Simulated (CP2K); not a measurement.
**GeHSCl2F (SMILES [F][Ge]([SH])([Cl])[Cl]): GFN1-xTB**

What is the energy difference between two shapes of GeHSCl2F at GFN1-xTB? 

The calculation is run with CP2K 2026.2.

2 further runs of the same task are left out: 2 set aside as unsound or not needed.

## 1. The system as given

GeHSCl2F has 6 atoms, charge 0, and is taken as a singlet. SMILES: `[F][Ge]([SH])([Cl])[Cl]`. The shape is that of a PBE0-D4/def2-TZVP optimisation. This is one conformer, not always the lowest.

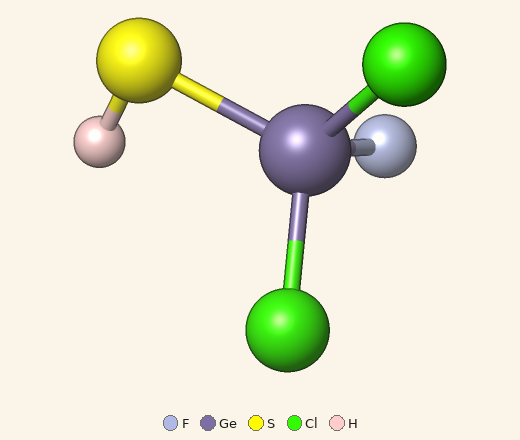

The structure, seen from a chosen angle (fluorine light blue, germanium purple, sulfur yellow, chlorine green, hydrogen pink).

## 2. Energy and forces at GFN1-xTB

qs.inp

```
&FORCE_EVAL
  METHOD Quickstep
  &DFT
    &QS
      METHOD XTB
      EPS_DEFAULT 1.0E-10
      &XTB
        GFN_TYPE 1
        CHECK_ATOMIC_CHARGES F
      &END XTB
    &END QS
    &POISSON
      PERIODIC NONE
      POISSON_SOLVER ANALYTIC
    &END POISSON
    &SCF
      SCF_GUESS ATOMIC
      EPS_SCF 1.0E-06
      MAX_SCF 100
      &DIAGONALIZATION
        ALGORITHM STANDARD
      &END DIAGONALIZATION
      &MIXING
        METHOD BROYDEN_MIXING
        ALPHA 0.3
        NBUFFER 8
      &END MIXING
    &END SCF
    # extra output
    &PRINT
      &MOMENTS
        PERIODIC F
        REFERENCE COM
        MAX_MOMENT 1
      &END MOMENTS
      &MO ON
        ENERGIES T
        OCCUPATION_NUMBERS T
        NDIGITS 6
        &EACH
          QS_SCF 0
        &END EACH
        ADD_LAST NUMERIC
      &END MO
      &HIRSHFELD OFF
      &END HIRSHFELD
    &END PRINT
  &END DFT
  # structure
  &SUBSYS
    # box in angstrom
    &CELL
      ABC 11 10.9 11.3
      PERIODIC NONE
    &END CELL
    &COORD
      F      1.026900    -1.407000    -0.691200
      Ge    -0.148100    -0.195600    -0.359900
      S     -0.244400     0.240000     1.774800
      Cl    -2.016500    -0.953000    -0.997700
      Cl     0.438900     1.465300    -1.540500
      H      0.985300     0.786300     1.768500
    &END COORD
    &TOPOLOGY
      &CENTER_COORDINATES
      &END CENTER_COORDINATES
    &END TOPOLOGY
  &END SUBSYS
  # extra output
  &PRINT
    &FORCES ON
    &END FORCES
  &END PRINT
&END FORCE_EVAL

&GLOBAL
  PROJECT_NAME qs
  RUN_TYPE ENERGY_FORCE
  PRINT_LEVEL MEDIUM
&END GLOBAL
```

Run with:

```bash
$ OMP_NUM_THREADS=1 cp2k.psmp -i qs.inp > qs.out 2>&1
```

The log of the run:

```text
CP2K| version string:                                       CP2K version 2026.2
[...]
 GLOBAL| Method name                                                        CP2K
[...]
 GLOBAL| Run type                                                   ENERGY_FORCE
[...]
                             - Atoms:                                          6
[...]
                             - Spherical basis functions:                     42
[...]
 Number of electrons:                                                         32
[...]
     1 NoMix/Diag. 0.30E+00    0.0     1.96921070       -19.2389280324 -1.92E+01
[...]
    87 Broy./Diag. 0.30E+00    0.0     0.00000008       -19.7211984815  5.20E-07
  *** SCF run converged in    87 steps ***
[...]
 TB_DIPOLE| Moment [Debye]         -0.47221060       1.83042914       1.47286205
 TB_DIPOLE| Derivative [a.u.]       0.00000000       0.00000000       0.00000000
[...]
 ENERGY| Total FORCE_EVAL ( QS ) energy [hartree]            -19.721198528176455
 FORCES| Atomic forces [hartree/bohr]
 FORCES|   Atom     x               y               z               |f|
 FORCES|      1 -2.27899234E-03  2.64871163E-03  1.17871632E-03   3.68766207E-03
 FORCES|      2 -6.54863740E-03  8.89276121E-04  6.72480910E-03   9.42860124E-03
 FORCES|      3  1.60801471E-02  3.11177905E-03 -1.23204477E-02   2.04950660E-02
 FORCES|      4  4.47854433E-03  5.65754904E-04  2.93550474E-05   4.51423301E-03
 FORCES|      5  1.27739924E-04 -2.49596787E-03  1.19994854E-03   2.77237255E-03
 FORCES|      6 -1.18588016E-02 -4.71955384E-03  3.18761868E-03   1.31554656E-02
 FORCES| Sum     1.23165367E-16 -4.25007252E-17  7.24247051E-17
 FORCES| Total atomic force                                       1.49068297E-16
[...]
```

Run time: 0.34 s. Hardware: 1 thread of Arm Neoverse V2, shared host.

## 3. The distorted shape at the same level

molecule.inp

```
&force_eval
  method QS
  &dft
    # Quickstep
    &qs
      method XTB
      eps_default 1.0E-10
      &xtb
        gfn_type 1
        check_atomic_charges F
      &end xtb
    &end qs
    # cluster boundary conditions
    &poisson
      periodic NONE
      poisson_solver ANALYTIC
    &end poisson
    &scf
      scf_guess ATOMIC
      eps_scf 1.0E-06
      max_scf 100
      &diagonalization
        algorithm STANDARD
      &end diagonalization
      &mixing
        method BROYDEN_MIXING
        alpha 0.3
        nbuffer 8
      &end mixing
    &end scf
    &print
      &moments
        periodic F
        reference COM
        max_moment 1
      &end moments
      &mo ON
        energies T
        occupation_numbers T
        ndigits 6
        &each
          qs_scf 0
        &end each
        add_last NUMERIC
      &end mo
      &hirshfeld OFF
      &end hirshfeld
    &end print
  &end dft
  &subsys
    # vacuum box
    &cell
      abc 11.1 10.9 11.3
      periodic NONE
    &end cell
    &coord
      F      1.046888    -1.422871    -0.682747
      Ge    -0.135289    -0.228251    -0.353766
      S     -0.249499     0.231327     1.793612
      Cl    -2.020311    -0.949165    -1.016799
      Cl     0.431554     1.476053    -1.514664
      H      0.990413     0.791093     1.746904
    &end coord
    &topology
      &center_coordinates
      &end center_coordinates
    &end topology
  &end subsys
  # extra output
  &print
    &forces ON
    &end forces
  &end print
&end force_eval

&global
  project molecule
  run_type ENERGY_FORCE
  print_level MEDIUM
&end global
```

Run with:

```bash
$ OMP_NUM_THREADS=1 cp2k.psmp -i molecule.inp -o molecule.out
```

The log of the run:

```text
CP2K| version string:                                       CP2K version 2026.2
[...]
 GLOBAL| Method name                                                        CP2K
[...]
 GLOBAL| Run type                                                   ENERGY_FORCE
[...]
                             - Atoms:                                          6
[...]
                             - Spherical basis functions:                     42
[...]
 Number of electrons:                                                         32
[...]
     1 NoMix/Diag. 0.30E+00    0.0     1.97503867       -19.2294742910 -1.92E+01
[...]
    58 Broy./Diag. 0.30E+00    0.0     0.00000037       -19.7195192117  2.16E-06
  *** SCF run converged in    58 steps ***
[...]
 TB_DIPOLE| Moment [Debye]         -0.44537605       1.67567462       1.46398520
 TB_DIPOLE| Derivative [a.u.]       0.00000000       0.00000000       0.00000000
[...]
 ENERGY| Total FORCE_EVAL ( QS ) energy [hartree]            -19.719519242175757
 FORCES| Atomic forces [hartree/bohr]
 FORCES|   Atom     x               y               z               |f|
 FORCES|      1 -2.26590901E-03  2.26109390E-03  8.59291983E-04   3.31440371E-03
 FORCES|      2 -1.00136992E-02  6.86074738E-03  8.35966011E-03   1.47386548E-02
 FORCES|      3  2.24542621E-02  4.00330854E-03 -1.84948959E-02   2.93646308E-02
 FORCES|      4  7.35237304E-03  4.95909665E-04  1.08804852E-03   7.44897076E-03
 FORCES|      5 -3.43679647E-04 -6.57901007E-03  3.40600211E-03   7.41635622E-03
 FORCES|      6 -1.71833473E-02 -7.04204942E-03  4.78189317E-03   1.91761411E-02
 FORCES| Sum    -6.59194921E-17 -7.45931095E-17 -1.08420217E-16
 FORCES| Total atomic force                                       1.47188501E-16
[...]
```

Wall time 0.32 s (1 thread of Arm Neoverse V2, shared host).

## 4. Outcome

Level: GFN1-xTB.

| quantity | value |
| --- | --- |
| first shape: total energy | -19.72120 Eh |
| first shape: dipole moment (from atomic charges alone) | 2.40 D |
| first shape: HOMO energy | -12.05 eV |
| first shape: dispersion energy | -7.83 kJ/mol |
| first shape: largest force on an atom | 1.054 eV/Å |
| distorted shape: total energy | -19.71952 Eh |
| distorted shape: dipole moment (from atomic charges alone) | 2.27 D |
| distorted shape: HOMO energy | -12.04 eV |
| distorted shape: dispersion energy | -7.83 kJ/mol |
| distorted shape: largest force on an atom | 1.510 eV/Å |
| energy change with the atoms displaced | 0.046 eV |

With the atoms displaced the energy rises by 0.05 eV (1.1 kcal/mol). The first shape isn't relaxed at this level, so the change isn't measured from a minimum. The largest force (first shape) is 1.05 eV/Å: the shape isn't a stationary point for this species at this level. The dipole (first shape) comes from point charges on the atoms alone, without atomic dipoles, so it is partial. The dipole (distorted shape) comes from point charges on the atoms alone, without atomic dipoles, so it is partial.
